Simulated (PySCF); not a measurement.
# C5H10BF: runs on many settings

Aim: see how C5H10BF (`F[C@@H]1CBCCC1`) answers to the choice of functional, basis, grid and SCF options, and what happens with inputs that are wrong on purpose.

Computed with PySCF 2.14.0, with density-fitted response routines of our own, on a single molecule, in the gas phase or a continuum. Atoms are numbered from 0 throughout.

### Step 1. The starting structure

17 atoms, charge 0, multiplicity 1; geometry from: GFN2-xTB.

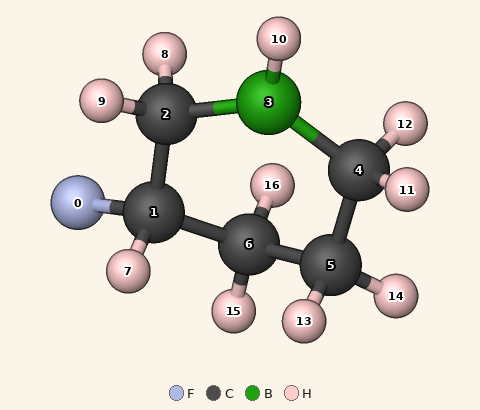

The starting geometry (fluorine light blue, carbon dark grey, boron green, hydrogen pink), atoms numbered; sticks join atoms by distance.

### Step 2. Excited states and response: HSE06/STO-3G in acetonitrile

Job settings and geometry (Å):

```
{"job": {"kind": "uv", "xc": "HSE06", "basis": "STO-3G", "solvent": "acetonitrile", "nstates": 3, "ntriplets": 2, "tda": false, "scf": {"guess": "sap"}, "grid": 4}, "charge": 0, "multiplicity": 1}
F     -2.694861    -0.287445     0.047972
C     -1.378941     0.047000     0.355970
C     -0.900215     1.139857    -0.592273
B      0.661238     1.300315    -0.671412
C      1.579628     0.116522    -0.198670
C      0.903568    -0.895749     0.733940
C     -0.517246    -1.206986     0.273082
H     -1.412956     0.414657     1.390131
H     -1.226171     0.860920    -1.601806
H     -1.424392     2.071964    -0.371304
H      1.124706     2.252286    -1.172265
H      2.515067     0.456677     0.250703
H      1.882075    -0.403393    -1.116284
H      0.865758    -0.483965     1.745352
H      1.483954    -1.820038     0.777455
H     -0.960510    -1.985330     0.897847
H     -0.507699    -1.565264    -0.758349
```

Method: TDDFT HSE06/STO-3G, vertical, IEF-PCM acetonitrile (non-equilibrium linear response), core orbitals frozen in the response.

Run with:

```bash
$ OMP_NUM_THREADS=1 python probes_run.py task.json out
```

This one command runs all jobs of the session in turn.

What it wrote:

```text
final grid: 357064 points
cycle   1  E = -310.8984978351  dE = -7.080e-01  |g| = 3.404e+00  |ddm| = 9.786e+00
cycle   2  E = -296.9535529356  dE =  1.394e+01  |g| = 5.112e+00  |ddm| = 1.354e+01
cycle   3  E = -316.4750262881  dE = -1.952e+01  |g| = 8.940e-01  |ddm| = 1.188e+01
cycle   4  E = -316.8100678493  dE = -3.350e-01  |g| = 3.659e-01  |ddm| = 1.608e+00
cycle   5  E = -316.8446390443  dE = -3.457e-02  |g| = 1.729e-01  |ddm| = 4.630e-01
cycle   6  E = -316.8513325311  dE = -6.693e-03  |g| = 9.049e-02  |ddm| = 1.762e-01
cycle   7  E = -316.8541311529  dE = -2.799e-03  |g| = 2.094e-02  |ddm| = 1.146e-01
cycle   8  E = -316.8542867045  dE = -1.556e-04  |g| = 4.596e-03  |ddm| = 3.922e-02
cycle   9  E = -316.8542932878  dE = -6.583e-06  |g| = 9.449e-04  |ddm| = 6.843e-03
cycle  10  E = -316.8542936005  dE = -3.126e-07  |g| = 1.279e-04  |ddm| = 1.509e-03
cycle  11  E = -316.8542936063  dE = -5.794e-09  |g| = 1.745e-05  |ddm| = 2.075e-04
cycle  12  E = -316.8542936063  dE = -9.140e-11  |g| = 4.710e-06  |ddm| = 2.802e-05
converged SCF energy = -316.8542936063

Static polarisability (au): isotropic 37.896, principal 32.862 38.490 42.336

Singlet excitations
state   eV       nm        f      main configurations
  1   5.6138    220.9   0.00311   H->L 0.89, H-1->L 0.09
  2   5.7834    214.4   0.00025   H-1->L 0.90, H->L 0.10
  3   6.9851    177.5   0.00018   H-2->L 0.95

Triplet excitations (Tamm-Dancoff, eV): 5.4833 5.7460
```

It took 14 s on 1 thread of Arm Neoverse V2, shared host.

The orbitals next to the gap, with their largest atomic shares:

| orbital | eV | atoms |
| --- | --- | --- |
| HOMO−3 | -6.91 | C4 17 %, C5 15 %, B3 15 % |
| HOMO−2 | -6.52 | B3 24 %, C4 23 %, C2 16 % |
| HOMO−1 | -4.41 | F0 84 %, H7 7 % |
| HOMO | -4.35 | F0 79 %, C2 7 %, C6 5 % |
| LUMO | 1.69 | B3 88 % |
| LUMO+1 | 8.46 | C1 41 %, F0 29 %, C5 8 % |
| LUMO+2 | 10.21 | C6 15 %, C5 12 %, C1 12 % |

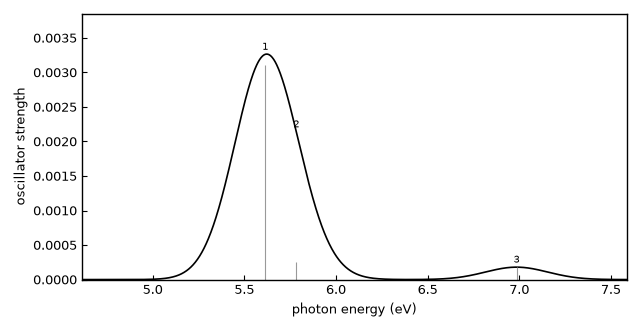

Absorption spectrum from the 3 singlet states computed; above the last one it falls off for lack of states. Lines are broadened to a width of 0.40 eV (Gaussian).

Ground-state properties from the same run:

| property | computed |
| --- | --- |
| dipole moment (D) | 1.12 |
| polarisability (Å³) | 5.62 |
| HOMO–LUMO gap (eV) | 6.04 |
| −ε(HOMO) (eV) | 4.35 |

### Step 3. Ultraviolet spectrum: BP86/STO-3G

Settings changed since step 2:

```diff
@@ -1,2 +1,2 @@
-{"job": {"kind": "uv", "xc": "HSE06", "basis": "STO-3G", "solvent": "acetonitrile", "nstates": 3, "ntriplets": 2, "tda": false, "scf": {"guess": "sap"}, "grid": 4}, "charge": 0, "multiplicity": 1}
+{"job": {"kind": "uv", "xc": "BP86", "basis": "STO-3G", "nstates": 1, "ntriplets": 5, "tda": true, "grid": 1, "scf": {"damp": 0.1}}, "charge": 0, "multiplicity": 1}
 F     -2.694861    -0.287445     0.047972
```

With the program's defaults for keys left out, this is: TDA BP86/STO-3G, vertical, gas phase, core orbitals frozen in the response.

What it wrote:

```text
damping 0.10 in the first 6 cycles
final grid: 61104 points
cycle   1  E = -317.0648035406  dE =  5.259e-01  |g| = 4.136e-01  |ddm| = 5.080e+00
cycle   2  E = -317.0528327919  dE =  1.197e-02  |g| = 4.719e-01  |ddm| = 1.307e+00
cycle   3  E = -317.0545618545  dE = -1.729e-03  |g| = 4.581e-01  |ddm| = 1.299e+00
cycle   4  E = -316.7642878905  dE =  2.903e-01  |g| = 1.082e+00  |ddm| = 2.017e+00
cycle   5  E = -316.8458004316  dE = -8.151e-02  |g| = 7.779e-01  |ddm| = 2.479e+00
cycle   6  E = -312.2013267021  dE =  4.644e+00  |g| = 3.539e+00  |ddm| = 4.705e+00
cycle   7  E = -308.7469528338  dE =  3.454e+00  |g| = 2.930e+00  |ddm| = 8.526e+00
cycle   8  E = -307.0641651732  dE =  1.683e+00  |g| = 3.666e+00  |ddm| = 1.139e+01
cycle   9  E = -316.9765431236  dE = -9.912e+00  |g| = 6.854e-01  |ddm| = 8.470e+00
cycle  10  E = -317.0818913128  dE = -1.053e-01  |g| = 3.807e-01  |ddm| = 1.413e+00
cycle  11  E = -317.1256095226  dE = -4.372e-02  |g| = 3.147e-02  |ddm| = 5.160e-01
cycle  12  E = -317.1259212423  dE = -3.117e-04  |g| = 1.133e-02  |ddm| = 5.898e-02
cycle  13  E = -317.1259593214  dE = -3.808e-05  |g| = 2.839e-03  |ddm| = 1.793e-02
cycle  14  E = -317.1259622433  dE = -2.922e-06  |g| = 7.341e-04  |ddm| = 4.151e-03
cycle  15  E = -317.1259624105  dE = -1.673e-07  |g| = 4.529e-04  |ddm| = 1.204e-03
cycle  16  E = -317.1259624805  dE = -6.995e-08  |g| = 7.993e-05  |ddm| = 6.988e-04
cycle  17  E = -317.1259624826  dE = -2.111e-09  |g| = 3.105e-05  |ddm| = 1.629e-04
cycle  18  E = -317.1259624829  dE = -3.133e-10  |g| = 6.015e-06  |ddm| = 4.891e-05
converged SCF energy = -317.1259624829

Static polarisability (au): isotropic 33.910, principal 27.864 34.879 38.989

Singlet excitations
state   eV       nm        f      main configurations
  1   3.1441    394.3   0.00021   H->L 0.86, H-1->L 0.14

Triplet excitations (Tamm-Dancoff, eV): 3.1055 3.1437 5.8085 6.2227 7.4528
```

It took 5.9 s on 1 thread of Arm Neoverse V2, shared host.

This run: HOMO -2.51 eV, LUMO 0.63 eV; lowest singlet 3.14 eV.

### Step 4. NMR shieldings: B97-2/pcSseg-1

Settings changed since step 3:

```diff
@@ -1,2 +1,2 @@
-{"job": {"kind": "uv", "xc": "BP86", "basis": "STO-3G", "nstates": 1, "ntriplets": 5, "tda": true, "grid": 1, "scf": {"damp": 0.1}}, "charge": 0, "multiplicity": 1}
+{"job": {"kind": "nmr", "xc": "B97-2", "basis": "pcSseg-1", "pop": true, "scf": {"conv": 1e-15, "max_cycle": 72}}, "charge": 0, "multiplicity": 1}
 F     -2.694861    -0.287445     0.047972
```

With the program's defaults for keys left out, this is: GIAO B97-2/pcSseg-1 NMR shielding, non-relativistic, gas phase.

What it wrote:

```text
final grid: 132576 points
cycle   1  E = -321.0279585987  dE =  6.676e-01  |g| = 5.990e-01  |ddm| = 3.496e+00
cycle   2  E = -320.9968729432  dE =  3.109e-02  |g| = 7.693e-01  |ddm| = 1.059e+00
cycle   3  E = -321.1014039667  dE = -1.045e-01  |g| = 6.901e-02  |ddm| = 5.995e-01
cycle   4  E = -321.1020943586  dE = -6.904e-04  |g| = 3.383e-02  |ddm| = 7.037e-02
cycle   5  E = -321.1023307762  dE = -2.364e-04  |g| = 5.335e-03  |ddm| = 3.241e-02
cycle   6  E = -321.1023368186  dE = -6.042e-06  |g| = 1.453e-03  |ddm| = 6.677e-03
cycle   7  E = -321.1023373093  dE = -4.907e-07  |g| = 3.046e-04  |ddm| = 1.422e-03
cycle   8  E = -321.1023373312  dE = -2.192e-08  |g| = 7.063e-05  |ddm| = 3.400e-04
cycle   9  E = -321.1023373325  dE = -1.293e-09  |g| = 1.439e-05  |ddm| = 1.013e-04
cycle  10  E = -321.1023373325  dE = -5.446e-11  |g| = 1.929e-06  |ddm| = 1.721e-05
cycle  11  E = -321.1023373325  dE = -4.547e-13  |g| = 1.500e-06  |ddm| = 3.418e-06
cycle  12  E = -321.1023373325  dE =  4.547e-13  |g| = 1.672e-07  |ddm| = 1.427e-06
cycle  13  E = -321.1023373325  dE =  0.000e+00  |g| = 3.361e-08  |ddm| = 1.937e-07
cycle  14  E = -321.1023373325  dE =  0.000e+00  |g| = 1.194e-08  |ddm| = 2.383e-08
converged SCF energy = -321.1023373325

GIAO shielding tensors (ppm)
atom      isotropic    diamagn.    paramagn.     s11        s22        s33       span
  0 F      358.419     472.535    -114.117    330.905    356.835    387.516     56.611
  1 C       90.550     243.989    -153.440     49.504     74.306    147.840     98.336
  2 C      146.985     251.960    -104.975    122.598    153.588    164.769     42.172
  3 B       16.020     189.030    -173.010    -58.858    -13.472    120.392    179.250
  4 C      157.580     250.791     -93.211    135.302    156.000    181.440     46.138
  5 C      160.246     247.946     -87.700    147.778    163.509    169.451     21.673
  6 C      148.296     248.587    -100.291    140.523    146.715    157.648     17.125
  7 H       26.963      30.779      -3.816     24.269     28.027     28.593      4.324
  8 H       30.435      29.977       0.458     26.852     29.157     35.297      8.445
  9 H       29.084      29.358      -0.274     24.933     27.850     34.471      9.538
 10 H       24.073      29.304      -5.231     19.323     26.195     26.699      7.376
 11 H       29.889      29.506       0.383     24.946     28.537     36.184     11.239
 12 H       30.937      30.135       0.802     26.311     29.393     37.108     10.797
 13 H       30.403      31.432      -1.030     26.238     29.373     35.598      9.360
 14 H       29.809      30.099      -0.290     24.309     28.566     36.552     12.243
 15 H       29.537      30.252      -0.716     25.292     28.479     34.839      9.547
 16 H       30.325      31.826      -1.502     27.258     29.539     34.177      6.920
```

Run time: 27 s. Hardware: 1 thread of Arm Neoverse V2, shared host; peak memory 0.85 GiB.

Despite a needlessly tight threshold, the SCF converged in 14 cycles.

The references, computed at this level on geometries of the same kind, shield at (ppm): 1H TMS 31.82, 13C TMS 186.2, 19F CFCl3 171.8, 11B BF3·OEt2 101.2. Their shielding less the atom's gives the shift. The references are single molecules in the gas phase, so shifts against H2O, NH3, PH3, H3PO4 or CFCl3 are not on the usual liquid scales and can be off by tens of ppm.

| atoms | environment | σ (ppm) | δ (ppm) |
| --- | --- | --- | --- |
| C1 | sp3 CH bonded to F | 90.5 | 95.6 |
| C2 | sp3 CH2 bonded to B | 147.0 | 39.2 |
| C6 | sp3 CH2 in a ring | 148.3 | 37.9 |
| C4 | sp3 CH2 bonded to B | 157.6 | 28.6 |
| C5 | sp3 CH2 in a ring | 160.2 | 25.9 |
| H10 | hydrogen on a boron bonded to 2 C, in a 6-membered ring | 24.07 | 7.75 |
| H7 | hydrogen on an sp3 CH bonded to F | 26.96 | 4.86 |
| H9 | hydrogen on an sp3 CH2 bonded to B | 29.08 | 2.74 |
| H15 | hydrogen on an sp3 CH2 in a ring | 29.54 | 2.29 |
| H14 | hydrogen on an sp3 CH2 in a ring | 29.81 | 2.01 |
| H11 | hydrogen on an sp3 CH2 bonded to B | 29.89 | 1.93 |
| H16 | hydrogen on an sp3 CH2 in a ring | 30.32 | 1.50 |
| H13 | hydrogen on an sp3 CH2 in a ring | 30.40 | 1.42 |
| H8 | hydrogen on an sp3 CH2 bonded to B | 30.44 | 1.39 |
| H12 | hydrogen on an sp3 CH2 bonded to B | 30.94 | 0.88 |
| F0 | fluorine on an sp3 carbon | 358.4 | -186.6 |
| B3 | boron bonded to 2 C, H, in a 6-membered ring | 16.0 | 85.1 |

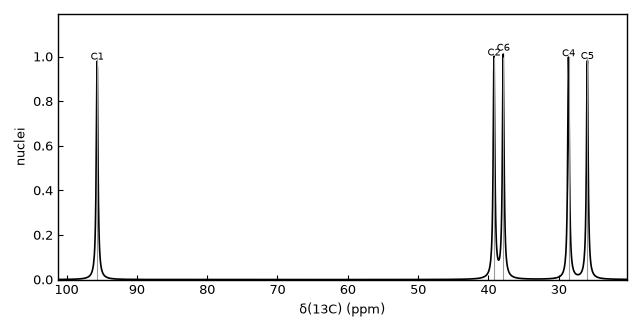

13C lines at the computed shifts, without couplings. Lines are broadened to a width of 0.28 ppm (Lorentzian).

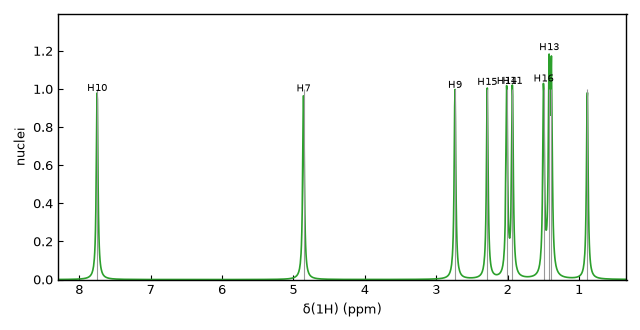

1H lines at the computed shifts, without couplings. Lines are broadened to a width of 0.03 ppm (Lorentzian).

The run also stored atomic charges by several schemes (e):

```
atoms  Mulliken    IAO  Hirshfeld  ESP fit
   F0     -0.35  -0.35      -0.14    -0.33
   C1      0.21   0.20       0.07     0.46
   C2     -0.42  -0.43      -0.15    -0.38
   B3      0.37   0.21       0.19     0.44
   C4     -0.44  -0.41      -0.14    -0.28
   C5     -0.20  -0.24      -0.06     0.12
   C6     -0.21  -0.27      -0.08    -0.28
```

IAO charges:

F0 -0.35; C1 0.20; C2 -0.43; B3 0.21; C4 -0.41; C5 -0.24; C6 -0.27; H7 0.12; H8 0.17; H9 0.15; H10 0.00; H11 0.15; H12 0.16; H13 0.12; H14 0.13; H15 0.14; H16 0.13

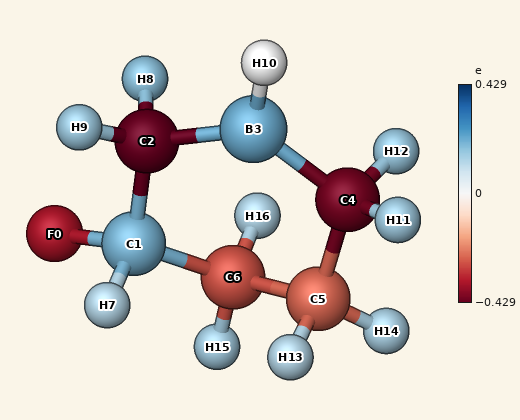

IAO charges, as colours on the atoms.

Mayer bond orders: F0–C1 0.85, C1–C2 1.03, C2–B3 0.99, B3–C4 1.00, C4–C5 1.04, C5–C6 1.03, C6–C1 1.02.

Ring of atoms C1, C2, B3, C4, C5, C6: NICS(0) 0.5, NICS(1) -1.8, NICS(1)zz 2.3 ppm (means of both faces).

The fields below are evaluated on a grid from the run's orbitals.

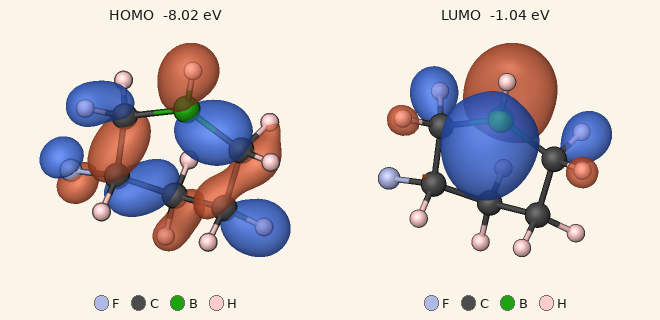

B97-2/pcSseg-1 orbitals near the gap, drawn at the value that encloses 70 % of each; the two colours are the two signs.

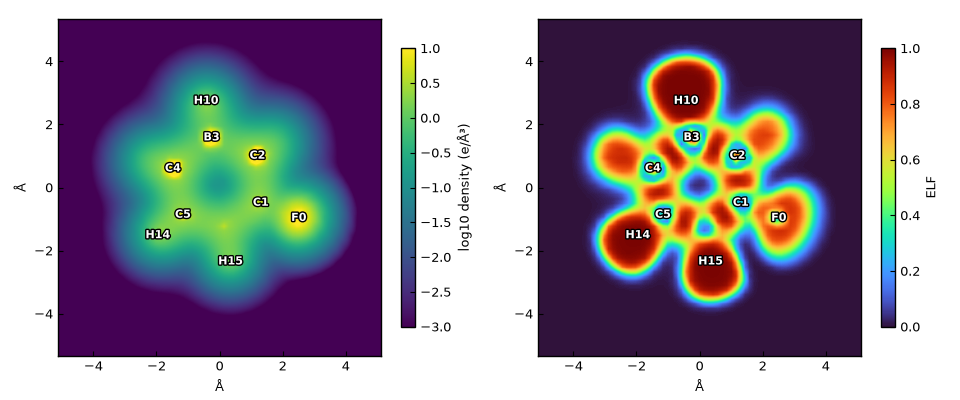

Density (left) and ELF (right) in a plane through or near 9 of the atoms.

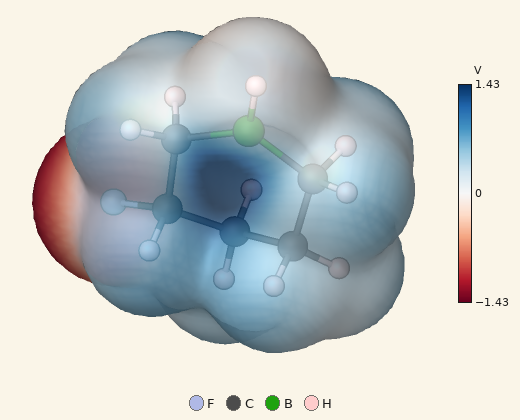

The potential that a unit positive charge feels on the 0.002 e/bohr³ surface, from -1.25 V near F0 to 1.43 V near B3.

### Step 5. Ultraviolet spectrum: PBE0/6-311+G(2d,p)

Settings changed since step 4:

```diff
@@ -1,2 +1,2 @@
-{"job": {"kind": "nmr", "xc": "B97-2", "basis": "pcSseg-1", "pop": true, "scf": {"conv": 1e-15, "max_cycle": 72}}, "charge": 0, "multiplicity": 1}
+{"job": {"kind": "uv", "xc": "PBE0", "basis": "6-311+G(2d,p)", "nstates": 1, "ntriplets": 0, "tda": false, "scf": {"max_cycle": 52}}, "charge": 1, "multiplicity": 1}
 F     -2.694861    -0.287445     0.047972
```

Level: PBE0/6-311+G(2d,p).

What it wrote:

```text
RuntimeError: Electron number 53 and spin 0 are not consistent
Note mol.spin = 2S = Nalpha - Nbeta, not 2S+1
```

Run time: 0.02 s. Hardware: 1 thread of Arm Neoverse V2, shared host.

**What went wrong.** Charge and multiplicity don't fit the number of electrons: an even count needs an odd multiplicity, and the reverse. Cure: mend the charge or the multiplicity.

### Step 6. TDDFT and polarisability: HSE06/3-21G

Settings changed since step 5:

```diff
@@ -1,2 +1,2 @@
-{"job": {"kind": "uv", "xc": "PBE0", "basis": "6-311+G(2d,p)", "nstates": 1, "ntriplets": 0, "tda": false, "scf": {"max_cycle": 52}}, "charge": 1, "multiplicity": 1}
+{"job": {"kind": "uv", "xc": "HSE06", "basis": "3-21G", "nstates": 1, "ntriplets": 5, "tda": false}, "charge": 0, "multiplicity": 1}
 F     -2.694861    -0.287445     0.047972
```

Method: TDDFT HSE06/3-21G, vertical, gas phase, core orbitals frozen in the response.

What it wrote:

```text
coarse grid: 13808 points
cycle   1  E = -319.0586953286  dE =  5.342e-01  |g| = 5.550e-01  |ddm| = 3.745e+00
cycle   2  E = -319.0390551455  dE =  1.964e-02  |g| = 6.807e-01  |ddm| = 1.257e+00
cycle   3  E = -319.1229183134  dE = -8.386e-02  |g| = 5.219e-02  |ddm| = 6.656e-01
cycle   4  E = -319.1233515813  dE = -4.333e-04  |g| = 2.788e-02  |ddm| = 8.506e-02
cycle   5  E = -319.1235272546  dE = -1.757e-04  |g| = 3.208e-03  |ddm| = 4.022e-02
cycle   6  E = -319.1235297515  dE = -2.497e-06  |g| = 9.416e-04  |ddm| = 5.713e-03
final grid: 132576 points
cycle   7  E = -319.1595474322  dE = -3.584e-05  |g| = 8.841e-03  |ddm| = 2.602e-02
cycle   8  E = -319.1595334727  dE =  1.396e-05  |g| = 1.231e-02  |ddm| = 2.224e-02
cycle   9  E = -319.1595605905  dE = -2.712e-05  |g| = 5.142e-04  |ddm| = 1.346e-02
cycle  10  E = -319.1595606483  dE = -5.777e-08  |g| = 1.594e-04  |ddm| = 7.510e-04
cycle  11  E = -319.1595606543  dE = -6.034e-09  |g| = 2.709e-05  |ddm| = 2.193e-04
cycle  12  E = -319.1595606545  dE = -2.138e-10  |g| = 7.926e-06  |ddm| = 5.191e-05
converged SCF energy = -319.1595606545

Static polarisability (au): isotropic 57.094, principal 49.716 60.101 61.465

Singlet excitations
state   eV       nm        f      main configurations
  1   5.6314    220.2   0.00183   H->L 0.93

Triplet excitations (Tamm-Dancoff, eV): 5.2174 5.4555 6.4948 6.9060 7.2240
```

Wall time 10 s (1 thread of Arm Neoverse V2, shared host).

This run: HOMO -7.52 eV, LUMO -1.11 eV; lowest singlet 5.63 eV.

### Step 7. Side by side: electronic excitations

Excitations and ground-state properties, with basis size and wall time:

```csv
run,lowest singlet (eV),brightest (eV),f,gap (eV),α (Å³),μ (D),functions,time
HSE06/STO-3G in acetonitrile,5.61,5.61,0.003,6.04,5.62,1.12,45,14 s
BP86/STO-3G,3.14,3.14,0.000,3.13,5.02,0.83,45,5.9 s
HSE06/3-21G,5.63,5.63,0.002,6.41,8.46,1.70,83,10 s
```

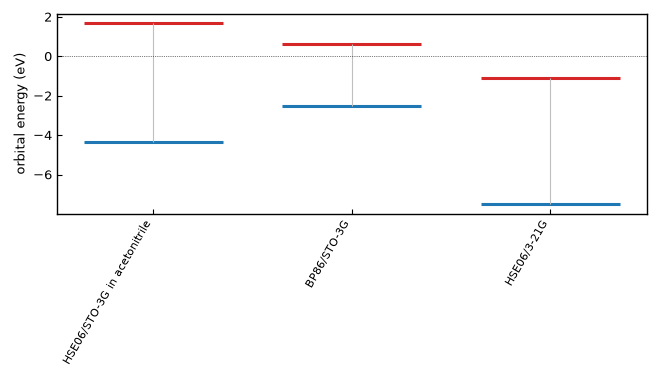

HOMO (blue) and LUMO (red) run by run.

### Step 8. Results

| quantity | value |
| --- | --- |
| lowest singlet (HSE06/STO-3G) | 5.61 eV (221 nm), f = 0.003 |
| lowest triplet | 5.48 eV |
| 13C shifts against TMS (B97-2/pcSseg-1) | 95.6, 39.2, 37.9, 28.6, 25.9 ppm |
| 1H shifts against TMS (B97-2/pcSseg-1) | 7.75, 4.86, 2.74, 2.29, 2.01, 1.93, 1.50, 1.42, 1.39, 0.88 ppm |
| 19F shifts against CFCl3 (B97-2/pcSseg-1) | -186.6 ppm |
| 11B shifts against BF3·OEt2 (B97-2/pcSseg-1) | 85.1 ppm |
| surface potential, least and greatest | -1.25 V and 1.43 V |
| range of the lowest singlet | 3.14 to 5.63 eV |
| property runs in this session | 5, of which 1 failed and 2 gave unsound results |

What this shows: Single values in the summary come from the first run of each kind that ended normally (HSE06/STO-3G; B97-2/pcSseg-1), which need not be the best level. A minimal basis gives no usable values, so read them as a test of settings alone. The first singlet state (HOMO→LUMO 0.89, HOMO−1→LUMO 0.09) lies at 5.61 eV and is weak. The lowest triplet lies 0.13 eV below the lowest singlet (triplets in Tamm-Dancoff, singlets in full TDDFT). The most deshielded carbon is C1 (sp3 CH bonded to F), at 95.6 ppm: pulled downfield by the heteroatom. At B97-2/pcSseg-1: The largest span, 179 ppm, is at B3, where the paramagnetic term is -173 ppm. By nearest atom (B97-2/pcSseg-1), the HOMO sits on C4 13 %; H10, H14 about 11 % each and the LUMO on B3 54 %; H10 14 %. The lowest singlet runs from 3.14 eV (BP86/STO-3G) to 5.63 eV (HSE06/3-21G), while the orbital gap spans 3.13 to 6.41 eV. A minimal basis can't describe excited states, so its value is no measure of the functional. The lowest state need not be the same one in every run. The runs solved for a few states only, so the brightest column depends on that window.
